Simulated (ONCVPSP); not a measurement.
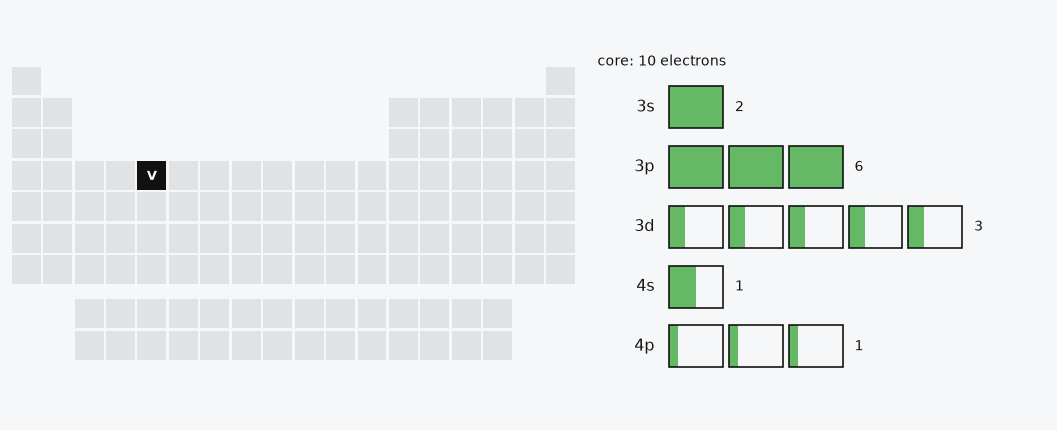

**Figure 1.** Left, the place of vanadium in the periodic table; right, the valence shells of the reference configuration: a box for each of the 2l + 1 orbitals, shaded by the share of the shell that is filled, with the electron count at the right.

## V: pseudopotential generation

System: vanadium (V, Z = 23), core [Ne], reference valence 3s2 3p6 3d3 4s1 4p1, valence charge 13.
Method: ONCV potential, PBE, scalar-relativistic, made with ONCVPSP 4.0.1.

## Input
```
# ATOM AND REFERENCE CONFIGURATION
# atsym  z   nc   nv     iexc    psfile
  V 23.00    3    5        4      upf
#
#   n    l    f
    1    0    2.00
    2    0    2.00
    2    1    6.00
    3    0    2.00
    3    1    6.00
    3    2    3.00
    4    0    1.00
    4    1    1.00
#
# PSEUDOPOTENTIAL AND OPTIMIZATION
# lmax
    2
#
#   l,   rc,      ep,       ncon, nbas, qcut
    0    1.50    0.00    4    9    9.00
    1    2.04    0.00    5    8   12.40
    2    1.25    0.00    5   10   10.20
#
# LOCAL POTENTIAL
# lloc, lpopt,  rc(5),   dvloc0
    4    3    1.10    0.00
#
# VANDERBILT-KLEINMAN-BYLANDER PROJECTORs
# l, nproj, debl
    0    2    3.60
    1    2    2.50
    2    3    3.40
#
# MODEL CORE CHARGE
# icmod, fcfact, rcfact
    0    0.00    0.00
#
# LOG DERIVATIVE ANALYSIS
# epsh1, epsh2, depsh
   -4.00    5.00    0.02
#
# OUTPUT GRID
# rlmax, drl
    6.00    0.01
#
# TEST CONFIGURATIONS
# ncnf
    4
# nvcnf
#   n    l    f
    5
    3    0    2.00
    3    1    6.00
    3    2    3.00
    4    0    2.00
    4    1    0.00
#
    5
    3    0    2.00
    3    1    6.00
    3    2    3.00
    4    0    1.00
    4    1    0.00
#
    5
    3    0    2.00
    3    1    6.00
    3    2    3.00
    4    0    0.00
    4    1    0.00
#
    5
    3    0    2.00
    3    1    6.00
    3    2    3.50
    4    0    1.50
    4    1    0.00
#
```

Hardware: 1 CPU thread, shared host.

Run as:
```bash
oncvpsp.x < V.dat > V.out
```

## The program's output (extracts)
```
ONCVPSP  (Optimized Norm-Conservinng Vanderbilt PSeudopotential)
scalar-relativistic version 4.0.1

#   n    l    f        energy (Ha)
    1    0    2.00    -1.9720090E+02
    2    0    2.00    -2.2196791E+01
    2    1    6.00    -1.8541041E+01
    3    0    2.00    -2.6333339E+00
    3    1    6.00    -1.6707633E+00
    3    2    3.00    -2.3880163E-01
    4    0    1.00    -2.0332226E-01
    4    1    1.00    -7.7113092E-02

Reference configufation results
  iterations    26
  all-electron total energy (Ha)   -9.48882193D+02

Begin loop to  construct optimized pseudo wave functions
and semi-local pseudopoentials for all angular momenta

Calculating optimized projector #   1

 for l=   0

    Fraction of norm inside rc  0.926535
    Optimizing pswf for qcut=   9.00 a_B^-1,  ecut=  40.46 Ha
    Residual kinetic energy error=  2.30D-07 Ha

    Energy error per electron        Cutoff
         Ha          eV             Ha
         0.01000     0.27211       18.49
         0.00100     0.02721       25.42
         0.00010     0.00272       30.66
         0.00001     0.00027       34.71

Calculating optimized projector #   2

 for l=   0

    Fraction of norm inside rc  0.041646
    Optimizing pswf for qcut=   9.00 a_B^-1,  ecut=  40.46 Ha
    Residual kinetic energy error=  1.60D-07 Ha

    Energy error per electron        Cutoff
         Ha          eV             Ha
         0.01000     0.27211        6.50
         0.00100     0.02721       21.37
         0.00010     0.00272       28.31
         0.00001     0.00027       33.38

Calculating optimized projector #   1

 for l=   1

    Fraction of norm inside rc  0.977547
    Optimizing pswf for qcut=  12.40 a_B^-1,  ecut=  76.85 Ha
    Residual kinetic energy error=  1.15D-10 Ha
 ERROR pspot:  first pseudo wave function has node,          program will stop
 ERROR pspot: try changing psp parameters for this l
```

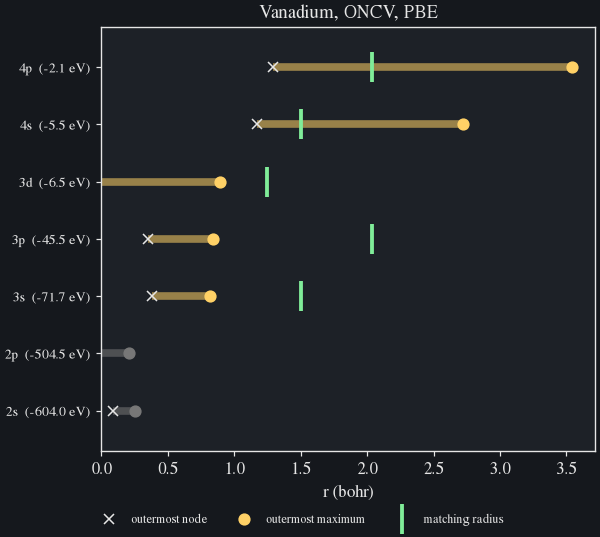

**Figure 2.** Outer shells of the all-electron reference atom: each bar runs from the outermost node (or the nucleus) to the outermost maximum of u(r); the tick is the radius chosen for the pseudo-wave. Shells without a tick have no pseudo-wave of their own. Levels, nodes and maxima are from ld1.x, scalar-relativistic.

- Radii against the shells: 3s: 1.50 bohr, outside the maximum; 3p: 2.04 bohr, outside the maximum; 3d: 1.25 bohr, outside the maximum; 4s: 1.50 bohr, between node and maximum; 4p: 2.04 bohr, between node and maximum.

## Outcome

- outcome: ended with an error
- wall time: 0.6 s

## Diagnosis

The generator stopped with the message “ERROR pspot: first pseudo wave function has node, program will stop”. In words: the optimised pseudo-wave of the first projector has a node, so the radial equation cannot be inverted for a potential. It was at work on the p channel when it stopped.
